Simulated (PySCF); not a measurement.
```xyz
2

Mo    0.0000    0.0000   -0.0175
H     0.0000    0.0000    1.6985
```

Core potentials replace the inner electrons of Mo.

Method: PBE0/def2-TZVPP, non-relativistic Hamiltonian with scalar-relativistic core potentials where named, at a bond length of 1.716 Å (PySCF).

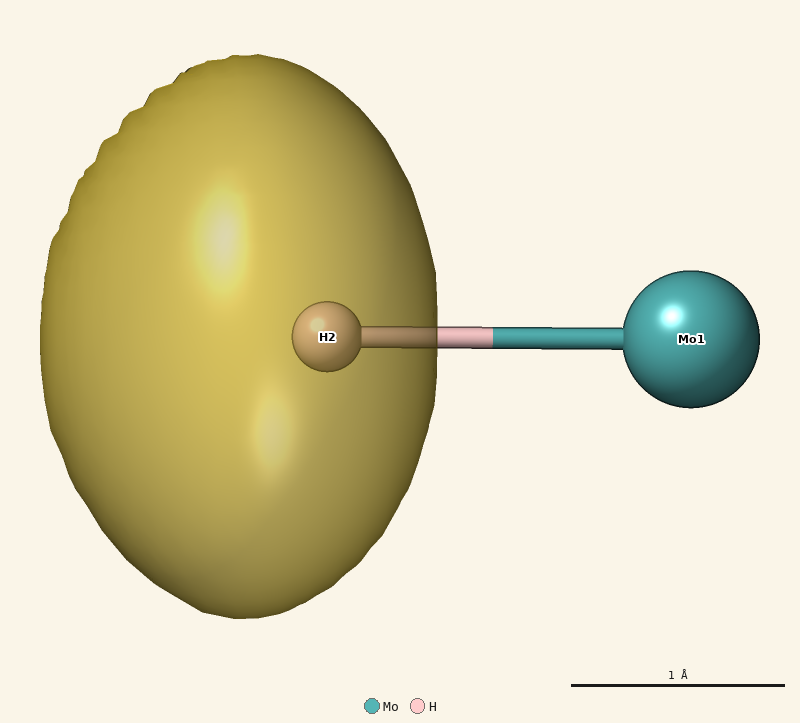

MoH (sextet). Isosurface of the electron localisation function at 0.75 (yellow), seen from one side. Only the valence region is drawn (cores and ρ < 0.01 e/Å³ removed).

### Where are the electrons localised?

At this value the surface marks out one region around a hydrogen nucleus. Along the contacts the grid gives the following. Mo–H (1.72 Å): the ELF climbs to about 1 towards the hydrogen.
